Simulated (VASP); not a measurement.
Band structure of ZrC (rock salt). Level of theory: AM05 GGA, VASP's PBE PAW potentials (set 64) (plane waves; VASP).

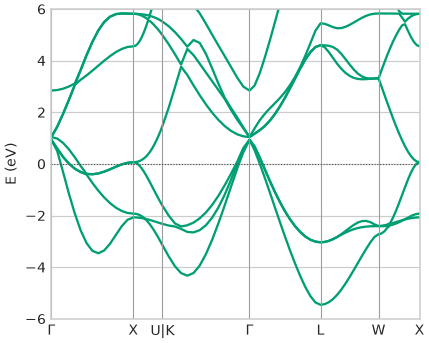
Bands along high-symmetry lines, zero at the valence-band maximum or, without a gap, the Fermi level

Question: Read the plot: is there a gap, and where are the band edges?

Answer: It has no gap at this level: it comes out as a metal or semimetal. (Edges off the drawn lines would not show.)

The compound is ZrC in the rock salt structure. It was relaxed first.
